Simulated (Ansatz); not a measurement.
Input file:

```
crystal:
  periodic: [false, false, false]
  atoms:
    - {symbol: Ge, position_ang: [-0.000047, 0.000118, 0.000021]}
    - {symbol: O, position_ang: [-0.116828, 1.516199, -0.877635]}
    - {symbol: O, position_ang: [1.487273, -0.908062, -0.213032]}
    - {symbol: O, position_ang: [-1.289162, -1.021507, -0.613852]}
    - {symbol: O, position_ang: [-0.081258, 0.413279, 1.704446]}
    - {symbol: H, position_ang: [-0.465102, 1.388655, -1.767441]}
    - {symbol: H, position_ang: [2.167011, -0.633436, 0.412933]}
    - {symbol: H, position_ang: [-1.088146, -1.957633, -0.501729]}
    - {symbol: H, position_ang: [-0.613751, 1.202387, 1.856278]}
basis:
  gaussian:
    orbitals: def2-TZVPD
hamiltonian:
  xc: pbe0
output: {forces: true, orbitals: {seedname: orbitals}}
```

Launched as:

```sh
ansatz run input.yaml --threads 2 --pin off --max-ram 5220MiB --events-out events.jsonl --progress --plain --runs-dir runs
```

Geometry: PBE0-D4/def2-SVP.

Theory: Ansatz, isolated molecule in a Gaussian basis; Kohn-Sham density functional theory, functional PBE0.

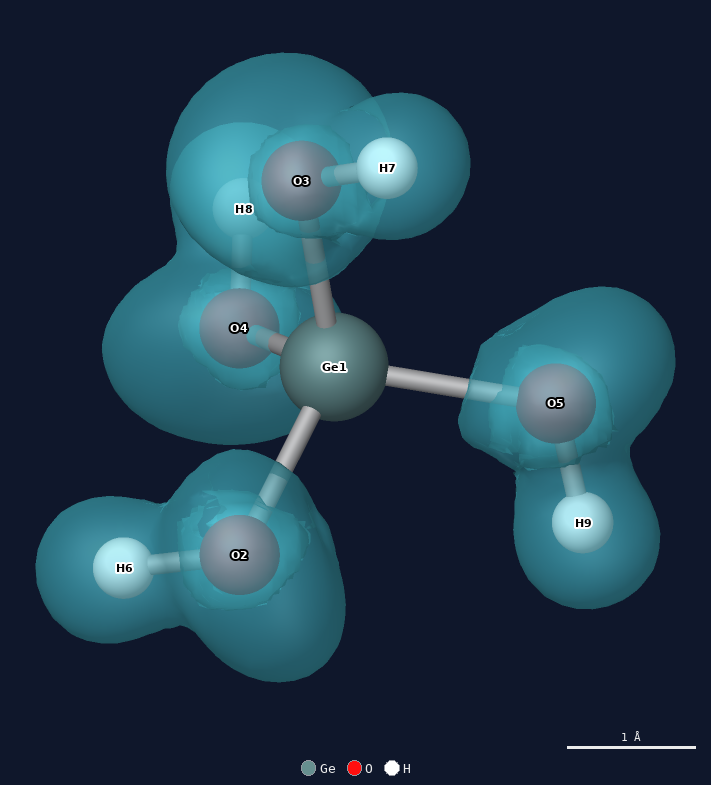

GeH$_{4}$O$_{4}$ (SMILES [OH][Ge]([OH])([OH])[OH]). Isosurface of the electron localisation function at 0.75 (cyan), seen at a tilt. Only the valence region is drawn (cores and ρ < 0.01 e/Å³ removed).

Question: Where are the electrons localised?

Answer: The surface consists of four joined regions spread over several atoms (H, O), in which their bonds and any lone pairs are merged. Along the contacts the grid gives the following. Ge–O (1.76 Å): the ELF peaks at about 0.85 in the valence shell of O, 0.6 Å from its nucleus, and is about 0.35 at the midpoint. O–H (0.96 Å): the ELF climbs to about 1 towards the hydrogen, as it does in any bond to H; a covalent bond by its length.
